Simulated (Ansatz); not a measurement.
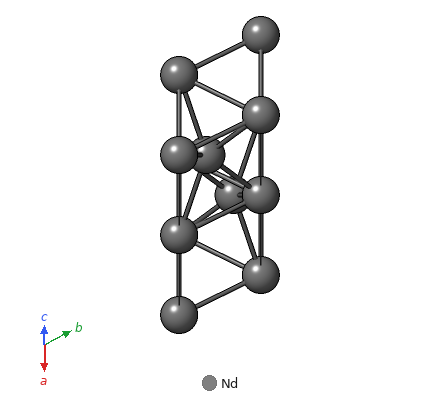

Nd (P6_3/mmc, No. 194): the end point of a relaxation with Ansatz, DFT PBE, scalar-relativistic, plane waves, PAW.

```cif
data_structure
_symmetry_space_group_name_H-M 'P6_3/mmc'
_symmetry_Int_Tables_number 194
_cell_length_a 3.6860
_cell_length_b 3.6860
_cell_length_c 11.7852
_cell_angle_alpha 90.000
_cell_angle_beta 90.000
_cell_angle_gamma 120.000
_cell_volume 138.67
loop_
_atom_site_label
_atom_site_type_symbol
_atom_site_symmetry_multiplicity
_atom_site_Wyckoff_symbol
_atom_site_fract_x
_atom_site_fract_y
_atom_site_fract_z
_atom_site_occupancy
Nd1 Nd 2 a 0.00000 0.00000 0.00000 1
Nd2 Nd 2 c 0.33333 0.66667 0.25000 1
```

What will a dark-field STEM-like image along [201] show? The image is simulated as a sum over atoms of Z^1.7, blurred by a 0.68 Å probe (no channelling). The probe carries 15 % of its weight in a tail 2.5 times as wide. A slight drift was added.

The columns repeat on a centred rectangular net of 3.12 × 6.38 Å (plane group c2mm). The brightest columns hold 2 Nd per repeat; in falling brightness follow 1 Nd (about 50 %). Brightness is counted from the darkest point of the image. The closest visible columns (Nd and Nd) are 1.06 Å apart in projection. Along the beam the structure repeats every 13.90 Å.

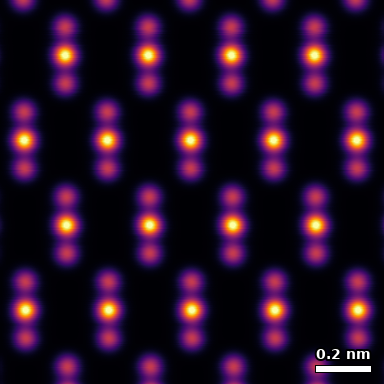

The simulated image.
